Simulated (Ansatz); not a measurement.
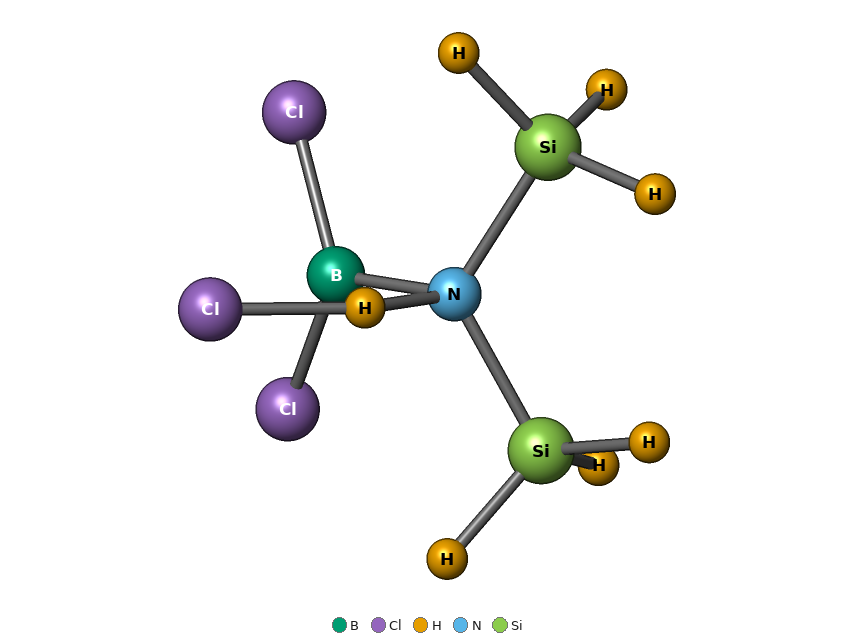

Sticks follow a distance rule. Harmonic vibrations computed with RKS PBE0-D4/def2-TZVP (Ansatz 0.2.0) at a stationary point of the same level.

### How many imaginary frequencies does it have?

A first-order saddle point: one imaginary frequency, 993i cm⁻¹.

### List the wavenumbers.

36 modes: 993i, 38, 121, 131, 131, 149, 171, 179, 227, 281, 282, 342, 479, 526, 631, 641, 652, 745, 805, 838, 924, 931, 940, 951, 955, 959, 971, 1131, 1141, 1432, 2253, 2264, 2267, 2274, 2291, 2293 cm⁻¹.
